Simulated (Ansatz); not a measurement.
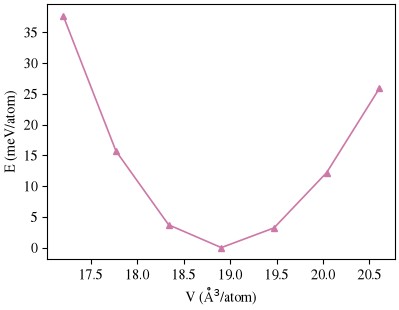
Ni3Pb2Se2 in space group R-3m (No. 166; Ni on 9d, Se on 6c, Pb on 3b, Pb on 3a) under volume change, DFT-r²SCAN in the program Ansatz with PAW potentials, shape and atoms relaxed at each volume.

Q: What does a third-order Birch–Murnaghan fit give for V₀, B₀ and B′?

A: V₀ = 18.91 Å³/atom, B₀ = 65.0 GPa, B′ = 5.2.

The workflow started from an entry of the Crystallography Open Database (COD). Whether it is the stable phase at ambient conditions was not checked. The cell was relaxed with r²SCAN under the symmetry of its start; its stability against distortions is not shown here. The workflow began spin-polarised and lost its moments. Scalar-relativistic: spin–orbit coupling is off unless named, which matters more the heavier the elements.

Potentials: the later of the program's two PAW sets.
